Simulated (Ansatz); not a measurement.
**BCl3 (boron trichloride): the energy, rung by rung**

BCl3: 4 atoms, total charge 0, spin state singlet. SMILES: `ClB(Cl)Cl`. Geometry: relaxed at PBE0-D4/def2-TZVP.

```xyz
4

Cl   -0.2579    0.5164    1.6383
B     0.0000    0.0000    0.0000
Cl    0.9420   -1.4231   -0.3240
Cl   -0.6841    0.9066   -1.3143
```

Each level gives the energy change with the B2–Cl4 bond stretched from 1.737 to 2.606 Å (eV). The values are calculated.

```csv
level,kind,program,value (eV),CPU time (all runs)
HF/STO-3G (restricted),Hartree–Fock,Ansatz,4.02,0.48 s
SVWN5/STO-3G (restricted),LDA,Ansatz,3.40,1.9 s
BLYP/STO-3G (restricted),GGA,Ansatz,2.80,3 s
PBE/STO-3G (restricted),GGA,Ansatz,3.07,3 s
revPBE/STO-3G (restricted),GGA,Ansatz,2.96,3 s
r2SCAN/STO-3G (restricted),meta-GGA,Ansatz,3.25,8.4 s
B3LYP/STO-3G (restricted),global hybrid,Ansatz,3.17,3.1 s
BHLYP/STO-3G (restricted),global hybrid,Ansatz,3.61,3 s
PBE0/STO-3G (restricted),global hybrid,Ansatz,3.47,3 s
r2SCAN0/STO-3G (restricted),hybrid meta-GGA,Ansatz,3.56,7.6 s
```

The first shape isn't each level's own minimum. The values span 2.80 to 4.02 eV. All rows use very small basis sets, so none should be taken for the real molecule's value. CPU times are rough (shared hosts, several kinds of processor and program).

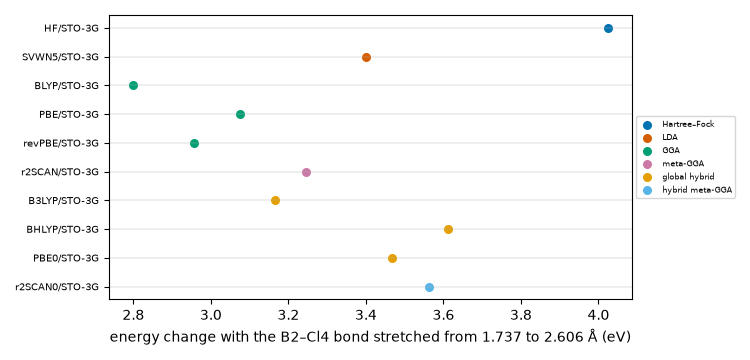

The values of the table, level by level.
